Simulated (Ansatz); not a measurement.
## Electronic structure of C$_{3}$H$_{5}$AlO in real space

```yaml
atoms:
  - { symbol: C, position_ang: [1.0791, -1.0955, -1.3161] }
  - { symbol: C, position_ang: [0.3847, -0.3205, -0.4856] }
  - { symbol: O, position_ang: [-0.2231, -0.8323, 0.6506] }
  - { symbol: C, position_ang: [-0.9001, 0.2461, 1.3486] }
  - { symbol: Al, position_ang: [-0.2658, 1.4623, -0.0711] }
  - { symbol: H, position_ang: [1.5392, -0.6594, -2.1925] }
  - { symbol: H, position_ang: [1.2039, -2.1609, -1.1470] }
  - { symbol: H, position_ang: [-0.4950, 0.3318, 2.3613] }
  - { symbol: H, position_ang: [-1.9657, 0.0116, 1.4296] }
  - { symbol: H, position_ang: [-0.2741, 2.9656, -0.5748] }
```

Geometry: PBE0-D4/def2-TZVP.

Method: Ansatz 0.2.0, RKS PBE0-D4/def2-TZVPP.

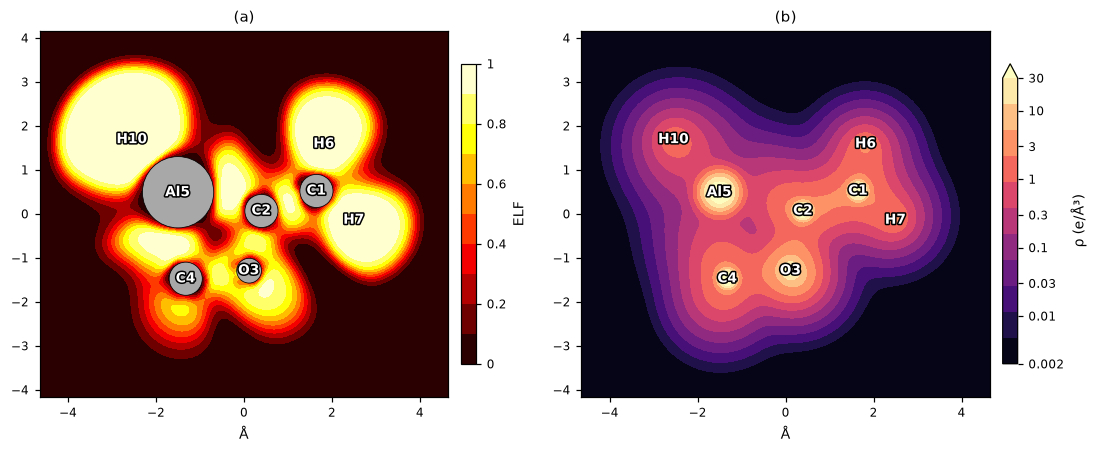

Figure 1. (a) electron localisation function; (b) total electron density on the plane of atoms C2, Al5 and H10. Grey discs cover the atomic cores in the ELF map.

Question: What do the fields say about this system?

Answer: Atoms in the plane: C, O, Al and H. C–C (1.33 Å): ρ at the midpoint is about 2.4 e/Å³; the ELF peaks at about 0.95 between the atoms: a multiple bond. C–O (1.39 Å): ρ is about 2.2 e/Å³ halfway, with its minimum of 1.9 e/Å³ about 0.5 Å from C; the ELF peaks at about 0.85 between the atoms; a polar covalent bond. C–Al (1.94 Å): ρ at the midpoint is about 0.71 e/Å³; the ELF peaks at about 0.95 between the atoms: a polar covalent bond. C–H (1.08 Å): the density is about 2 e/Å³ at the midpoint; the ELF climbs to about 1 towards the hydrogen, as it does in any bond to H: a covalent bond by its length. C–O (1.45 Å): the density is about 1.9 e/Å³ at the midpoint, with its minimum of 1.6 e/Å³ about 0.5 Å from C; the ELF peaks at about 0.90 between the atoms, as expected for a polar covalent bond. The ELF also peaks beside O3, away from the bonds: lone-pair regions.

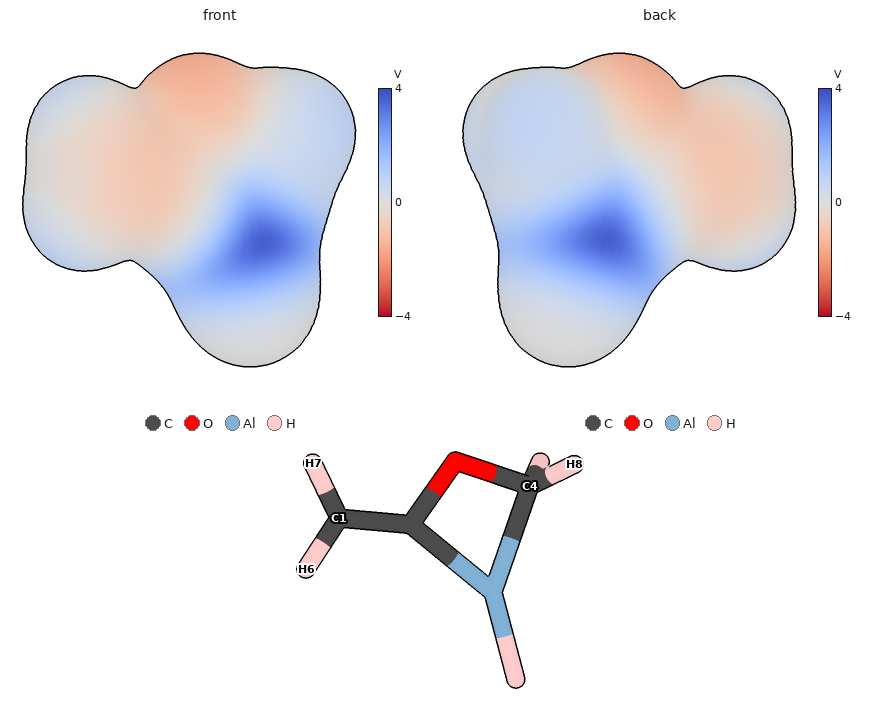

Figure 2. The electrostatic potential painted on the density surface at 0.002 e/bohr³, seen from the front and from behind; the colour scale runs from red (negative) to blue (positive). The bare structure is drawn below in the same view.

Question: Which sites attract a positive test charge, and which a negative one?

Answer: A positive charge is drawn to the negative regions and a negative charge to the positive ones. The most negative region (about −1.5 V, or −35 kcal/mol for a unit charge) lies over O3, the most positive (about +3.6 V, or +83 kcal/mol for a unit charge) over Al5. O3 is the likeliest acceptor of a hydrogen bond.

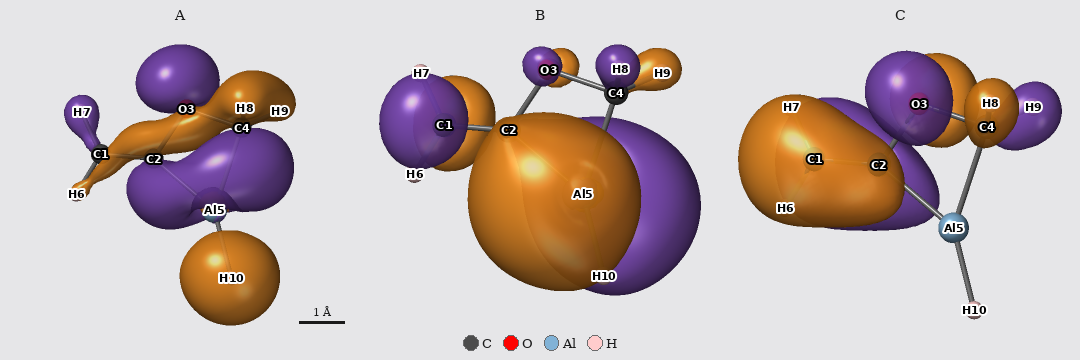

Figure 3. Three frontier orbitals at ±0.08 Å⁻³ᐟ² (orange and purple are the two phases), in no order.

Question: Which picture is the HOMO−1, the HOMO and the LUMO?

Answer: A is the HOMO−1 (−7.61 eV). Its weight (Hirshfeld) is mainly on O3 (about 30 %), C4 (about 20 %), Al5 (about 20 %), H10 (about 15 %) and C2 (about 10 %). C is the HOMO (−6.39 eV). Its weight (Hirshfeld) is mainly on C1 (about 35 %), O3 (about 30 %) and C2 (about 20 %). B is the LUMO (−1.72 eV). By Hirshfeld shares it lies mainly on Al5 (about 65 %), C1 (about 10 %) and C2 (about 5 %).

Question: What is the HOMO–LUMO gap?

Answer: 4.67 eV between the orbital energies.
